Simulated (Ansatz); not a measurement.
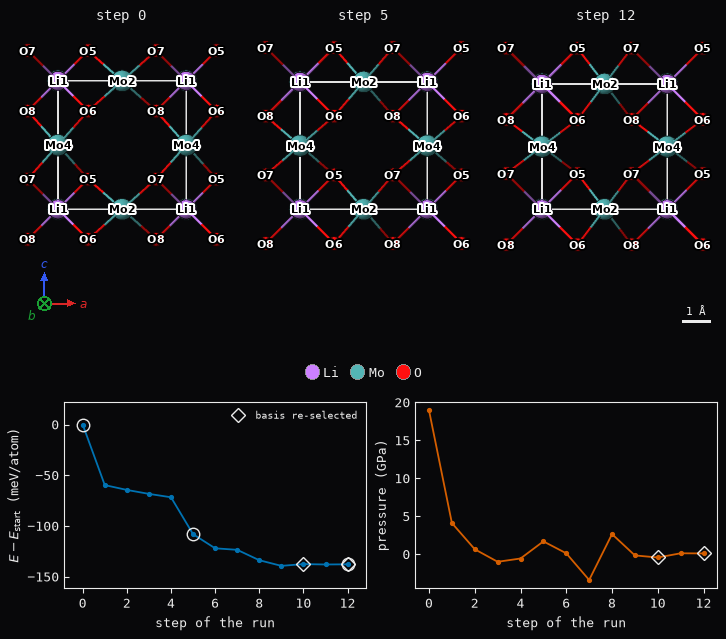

Frames of a relaxation of solid LiMo3O4 (built on the VCu3S4 type) (coarse preliminary run), marked on the history of the run. The picture is a ball-and-stick view of the cell of the calculation, seen along the b axis.

Case: VCu3S4 type (P-43m, No. 215).

Level of theory: Ansatz 0.2.0, DFT PBE, scalar-relativistic, plane waves, PAW. (plane-wave cutoff 420 eV; k-point mesh 4 × 4 × 4; occupations gaussian; smearing width 0.1 eV; collinear spin; cell and atoms relaxed; force threshold 0.04 eV/Å; at most 70 steps)

Describe the path.

Answer. The largest moves relative to the cell, 0.38 Å, are those of O atoms. Mo and Li stay in place. The volume changes by −6.9 %, with a = b = c 4.632 → 4.523 Å (−2.4 %). Among the contacts that change: Li–O 1.885 → 2.224 Å, Mo–O 1.969 → 2.062 Å, Li–Mo 2.316 → 2.262 Å. Among the angles between lasting bonds that change: O–Mo–O 102.9° → 123.4°, Mo–O–Mo 112.6° → 101.7°, Li–O–Mo 73.8° → 63.6°. The space group stays P-43m (No. 215). Over 10 accepted moves (12 points after the start) the energy falls by 138 meV per atom. The largest force component goes from 0.77 to 0.00029 eV/Å. The pressure goes from 18.95 to 0.12 GPa. At 2 points the geometry stayed and the basis and grid were re-selected for the new cell (energy shift of 1.7 meV per atom at most each time). The program noted that the starting moments weren't kept. The run took 2.1 min on 1 thread of Arm Neoverse V2 (shared host), peak memory 0.37 GiB. From step 0 to 5: O atoms move most (0.27 Å), volume −2.4 %, energy −108 meV per atom. From step 5 to 12: O atoms move most (0.12 Å), volume −4.7 %, energy −29.7 meV per atom.

| step | E − E(0), meV/atom | largest force component, eV/Å | pressure, GPa | volume, Å³/atom | note |
| --- | --- | --- | --- | --- | --- |
| 0 | 0.00 | 0.7672 | 18.95 | 12.425 |  |
| 1 | -59.65 | 0.2539 | 4.12 | 13.385 |  |
| 2 | -64.41 | 0.1343 | 0.67 | 13.587 |  |
| 3 | -68.32 | 0.0446 | -0.98 | 13.491 |  |
| 4 | -71.65 | 0.0619 | -0.55 | 13.254 |  |
| 5 | -108.04 | 0.3141 | 1.71 | 12.132 |  |
| 6 | -121.96 | 0.5991 | 0.13 | 11.265 |  |
| 7 | -123.45 | 0.2885 | -3.38 | 12.136 |  |
| 8 | -133.70 | 0.2435 | 2.66 | 11.267 |  |
| 9 | -139.26 | 0.0353 | -0.15 | 11.635 |  |
| 10 | -137.52 | 0.0351 | -0.42 | 11.635 | same geometry, new basis |
| 11 | -137.90 | 0.0003 | 0.14 | 11.568 |  |
| 12 | -137.72 | 0.0003 | 0.12 | 11.568 | same geometry, new basis |
